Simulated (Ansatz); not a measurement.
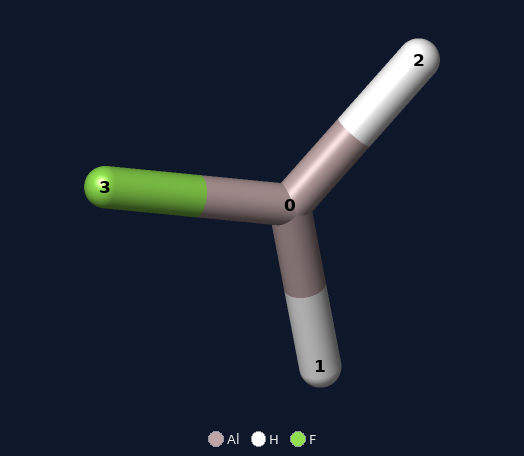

Starting geometry of the run. Atoms are numbered from 0, in the order of the input.

Input file:

```yaml
crystal:
  periodic: [false, false, false]
  atoms:
    - {symbol: Al, position_ang: [-0.855722, -0.312359, 0.001658]}
    - {symbol: H, position_ang: [-0.943880, -0.982552, -1.421693]}
    - {symbol: H, position_ang: [-1.650413, 0.962951, 0.475907]}
    - {symbol: F, position_ang: [0.162449, -1.010252, 1.096264]}
basis:
  gaussian: {orbitals: def2-TZVPP}
hamiltonian: {xc: {name: BLYP}, dispersion: d4}
```

Command:

```sh
ansatz run in.yaml --threads 2 --pin off --events-out ev --progress --plain --max-ram 4352MiB
```

Result:

```
Functional definition: BLYP
  name "BLYP"
  cite "Becke, Phys. Rev. A 38, 3098 (1988) doi:10.1103/PhysRevA.38.3098"
  cite "Lee, Yang & Parr, Phys. Rev. B 37, 785 (1988) doi:10.1103/PhysRevB.37.785"
  parameter beta = 0.0042
  parameter a = 0.04918
  parameter b = 0.132
  parameter c = 0.2533
  parameter d = 0.349
  exchange = b88_x(beta = beta)
  correlation = lyp_c(a = a, b = b, c = c, d = d)
543 factors; their error is unknown
mean field evaluation 1: about -9345.9314 eV, gradient 4.5e1 eV
mean field evaluation 2: about -9326.0860 eV, gradient 1.2e2 eV
mean field evaluation 4: about -9349.2614 eV, gradient 2.6e0 eV
mean field evaluation 8: about -9349.2775 eV, gradient 1.7e-2 eV
mean field -9349.27258881 eV, -343.5794304741 hartree, gradient 5.2e-5 eV, S^2 0.000000; 0 other end points of the search recorded, 0 dependent functions left out
reference -9349.27287992 eV, -343.5794411723 hartree; 12, 12 occupied and 89, 89 virtual orbitals, 543 factors
Total energy: -9349.34632908 eV, -343.5821403792 hartree
```
